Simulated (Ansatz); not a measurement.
## Electronic structure of CH₂LiSb (triplet) in real space

```csv
atom,x (Å),y (Å),z (Å)
C,-0.7229,0.0436,-0.8118
Li,-0.1035,1.4430,0.5266
Sb,1.2033,-0.7760,-0.4241
H,-0.8717,0.4061,-1.8425
H,-1.5671,-0.5855,-0.4838
```

Geometry: B3LYP-D3(BJ)/def2-SVP; core potentials replace the inner electrons of Sb.

Computed with isolated molecule in a Gaussian basis; Kohn-Sham density functional theory, functional PBE0 in Ansatz 0.2.0.

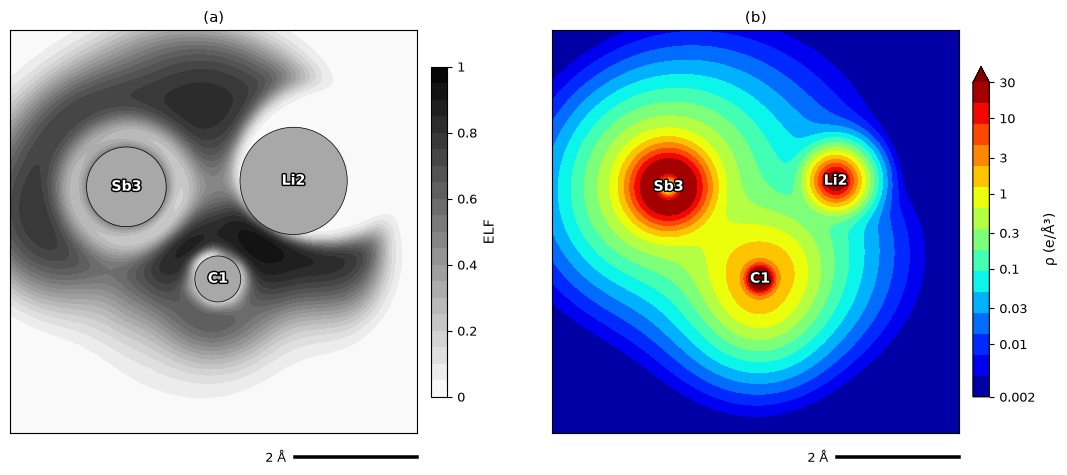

Figure 1. (a) electron localisation function; (b) electron density on the plane of atoms Li2, C1 and Sb3. Grey discs cover the atomic cores in the ELF map.

> Read the bonding off the picture.

The section cuts through C, Li and Sb sites.
C–Li (2.03 Å): ρ at the midpoint is about 0.42 e/Å³; the ELF peaks at about 0.90 in the valence shell of C, 0.8 Å from its nucleus, and is about 0.85 at the midpoint.
C–Sb (2.13 Å): ρ is about 0.74 e/Å³ halfway; the ELF peaks at about 0.85 in the valence shell of C, 0.7 Å from its nucleus, and drops to about 0.20 between the two atoms.
The ELF also peaks beside Sb3, away from the bonds: non-bonding electrons, paired or unpaired.

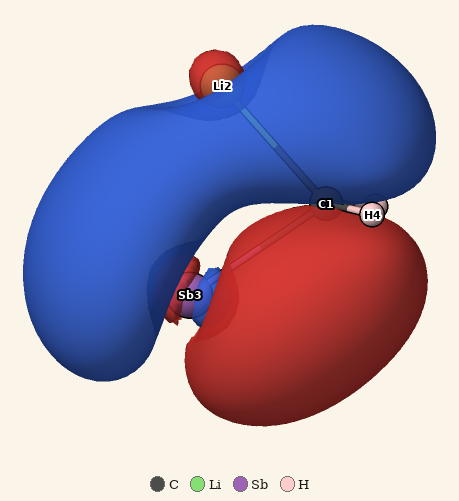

Figure 2. The HOMO (β) at ±0.06 Å⁻³ᐟ² (blue and red are the two phases), seen across its widest extent.

> Where does this orbital lie, and at what energy?

Its weight (Hirshfeld) is mainly on C1 (about 40 %), Sb3 (about 40 %) and Li2 (about 10 %). Its energy is −5.63 eV.
